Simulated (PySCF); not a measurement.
**[BH4]− (SMILES [H][B-]([H])([H])[H]): BCCD(T)/STO-6G**

What is the energy change on altering one bond length of [BH4]− at BCCD(T)/STO-6G? 

The calculation is run with PySCF 2.14.0.

10 further runs of the same task are left out: 1 that didn't finish, 9 set aside as unsound or not needed.

## 1. Starting point

[BH4]− has 5 atoms, charge -1, and is taken as a singlet. SMILES: `[H][B-]([H])([H])[H]`. Geometry: relaxed at GFN2-xTB.

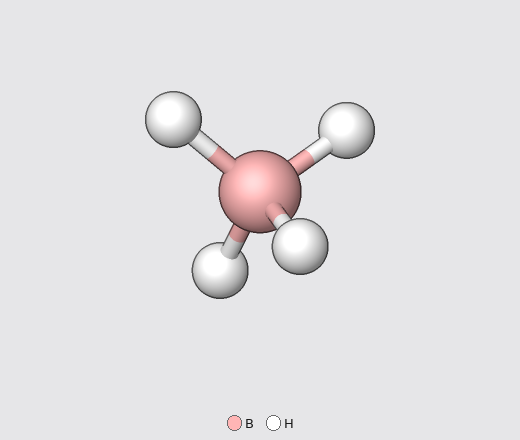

Viewed from a chosen angle; boron pink, hydrogen white.

## 2. A single-point energy at BCCD(T)/STO-6G

Input file calc.py:

```python
from pyscf import gto, scf, cc
from pyscf.cc.bccd import bccd_kernel_

mol = gto.M(
    atom='''
B        0.000000      -0.000190      -0.000050
H        0.011880      -0.020580       1.229120
H        1.154650       0.011840      -0.420810
H       -0.587600       1.007810      -0.387560
H       -0.578930      -0.998880      -0.420690
''',
    charge=-1,
    basis='sto-6g',
    verbose=4,
    max_memory=1860,
)

calc0 = scf.RHF(mol)
calc0.conv_tol = 1e-10
calc0.kernel()
if not calc0.converged:
    calc0 = calc0.newton().run(calc0.mo_coeff, calc0.mo_occ)

mycc = cc.CCSD(calc0, frozen=1).run()
mycc = bccd_kernel_(mycc, diis=True)
e_t = mycc.ccsd_t()
e_final = mycc.e_tot + e_t
print(f'total energy: {e_final:.8f} hartree')
```

Started as:

```bash
OMP_NUM_THREADS=1 python calc.py
```

Log:

```text
PySCF version 2.14.0

[... 51 lines left out ...]
converged SCF energy = -26.812694926634
[... 12 lines left out ...]
Init t2, MP2 energy = -26.860147185508  E_corr(MP2) -0.0474522588739658
[... 9 lines left out ...]
CCSD converged
[... 21 lines left out ...]
CCSD converged
[... 3 lines left out ...]
******** <class 'pyscf.cc.ccsd.CCSD'> ********
CC2 = 0
CCSD nocc = 4, nmo = 8
frozen orbitals 1
max_cycle = 50
direct = 0
conv_tol = 1e-07
conv_tol_normt = 1e-05
diis_space = 6
diis_start_cycle = 0
diis_start_energy_diff = 1e+09
Init E_corr(CCSD) = -0.0691130964277621
cycle = 1  E_corr(CCSD) = -0.0690317135952603  dE = 8.13828325e-05  norm(t1,t2) = 0.00176754
cycle = 2  E_corr(CCSD) = -0.0690467751575705  dE = -1.50615623e-05  norm(t1,t2) = 0.000254616
cycle = 3  E_corr(CCSD) = -0.069057292928825  dE = -1.05177713e-05  norm(t1,t2) = 5.06716e-05
cycle = 4  E_corr(CCSD) = -0.0690605877146642  dE = -3.29478584e-06  norm(t1,t2) = 7.62656e-06
cycle = 5  E_corr(CCSD) = -0.0690608234409939  dE = -2.3572633e-07  norm(t1,t2) = 1.08112e-06
cycle = 6  E_corr(CCSD) = -0.0690608254191352  dE = -1.97814126e-09  norm(t1,t2) = 2.10981e-07
CCSD converged
E(CCSD) = -26.88139130816656  E_corr = -0.06906082541913519
BCC iter:    1  E:     -26.881391308167  dE:   -9.285e-06  |t1|:    9.358e-06
CCSD(T) correction = -0.000259730323146715
total energy: -26.88165104 hartree
```

Wall time 0.6 s (1 thread of Arm Neoverse V2, shared host); peak memory 0.1 GiB.

## 3. The distorted shape, same level

Input file run.py:

```python
from pyscf import gto, scf, cc
from pyscf.cc.bccd import bccd_kernel_

molecule = gto.M(
    atom='''
B    0.470091  -0.806609   0.309965
H    0.481971  -0.826999   1.539135
H    1.624741  -0.794579  -0.110795
H   -0.587600   1.007810  -0.387560
H   -0.108839  -1.805299  -0.110675
''',
    spin=0,
    verbose=4,
    basis='sto-6g',
    max_memory=1860,
    charge=-1,
)

mf = scf.RHF(molecule)
mf.conv_tol = 1e-10
mf.kernel()
if not mf.converged:
    mf = mf.newton().run(mf.mo_coeff, mf.mo_occ)

mycc = cc.CCSD(mf, frozen=1).run()
mycc = bccd_kernel_(mycc, diis=True)
e_t = mycc.ccsd_t()
e_tot = mycc.e_tot + e_t
print('E(%s) = %.9f' % ('BCCD(T)', e_tot))
```

Started as:

```bash
OMP_NUM_THREADS=1 python run.py
```

Log:

```text
PySCF version 2.14.0

[... 53 lines left out ...]
converged SCF energy = -26.628104040338
[... 12 lines left out ...]
Init t2, MP2 energy = -26.6970260068253  E_corr(MP2) -0.0689219664873367
[... 12 lines left out ...]
CCSD converged
[... 25 lines left out ...]
CCSD converged
[... 25 lines left out ...]
CCSD converged
[... 21 lines left out ...]
CCSD converged
[... 3 lines left out ...]
******** <class 'pyscf.cc.ccsd.CCSD'> ********
CC2 = 0
CCSD nocc = 4, nmo = 8
frozen orbitals 1
max_cycle = 50
direct = 0
conv_tol = 1e-07
conv_tol_normt = 1e-05
diis_space = 6
diis_start_cycle = 0
diis_start_energy_diff = 1e+09
Init E_corr(CCSD) = -0.115089778852851
cycle = 1  E_corr(CCSD) = -0.115086920658931  dE = 2.85819392e-06  norm(t1,t2) = 1.85188e-05
cycle = 2  E_corr(CCSD) = -0.115087990792285  dE = -1.07013335e-06  norm(t1,t2) = 4.25181e-06
cycle = 3  E_corr(CCSD) = -0.115087918354123  dE = 7.24381623e-08  norm(t1,t2) = 1.33142e-06
CCSD converged
E(CCSD) = -26.73313648864514  E_corr = -0.1150879183541229
BCC iter:    3  E:     -26.733136488645  dE:   -2.462e-08  |t1|:    9.990e-07
CCSD(T) correction = -0.00162236974943775
E(BCCD(T)) = -26.734758858
```

Wall time 0.74 s (1 thread of Arm Neoverse V2, shared host); peak memory 0.1 GiB.

## 4. Results

Level: BCCD(T)/STO-6G, 1 core orbital frozen.

```
                                                         quantity         value
                                        first shape: total energy  -26.88165 Eh
          first shape: correlation energy (1 core orbital frozen)     -69.0 mEh
                                      first shape: (T) correction     -0.26 mEh
                                    distorted shape: total energy  -26.73476 Eh
      distorted shape: correlation energy (1 core orbital frozen)    -106.7 mEh
                                  distorted shape: (T) correction     -1.62 mEh
energy change with the B1–H4 bond stretched from 1.229 to 2.213 Å      3.997 eV
```

With the B1–H4 bond stretched from 1.229 to 2.213 Å the energy rises by 4.00 eV (92 kcal/mol). The first shape isn't relaxed at this level, so the change isn't measured from a minimum. The minimal basis adds a large error of its own. The triples (first shape) make up 0.4 % of the correlation energy. The triples (distorted shape) make up 1.5 % of the correlation energy.
